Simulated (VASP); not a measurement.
Given:

```yaml
crystal:
  lattice:
    - [4.55386, 0.00000, 0.00000]
    - [-2.27693, 3.94376, 0.00000]
    - [0.00000, 0.00000, 4.23126]
  atoms:
    - { symbol: Ni, position: [0.00000, 0.67129, 0.50000] }
    - { symbol: Ni, position: [0.32871, 0.00000, 0.00000] }
    - { symbol: Ni, position: [0.32871, 0.32871, 0.50000] }
    - { symbol: Ni, position: [0.00000, 0.32871, 0.00000] }
    - { symbol: Ni, position: [0.67129, 0.00000, 0.50000] }
    - { symbol: Ni, position: [0.67129, 0.67129, 0.00000] }
    - { symbol: N, position: [0.66667, 0.33333, 0.75000] }
    - { symbol: N, position: [0.33333, 0.66667, 0.25000] }
```

Method: PBEsol GGA, VASP's PBE PAW potentials (set 64) (plane waves; VASP). Run with 520 eV cut-off, 9×9×8 Γ-centred mesh, tetrahedra with Blöchl corrections, potentials Ni N.

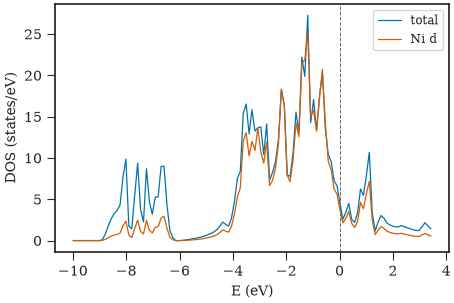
Figure: Total and projected density of states, zero at the Fermi level

Within 2 eV below the Fermi level the largest weight inside VASP's projection spheres is Ni d.

It has no gap at this level: it comes out as a metal or semimetal.

The structure comes from a computed database's Ni3N entry (P6_322); how it stands against other phases isn't given here. It was relaxed first. The run is not spin-polarised, so no magnetic state was tried.
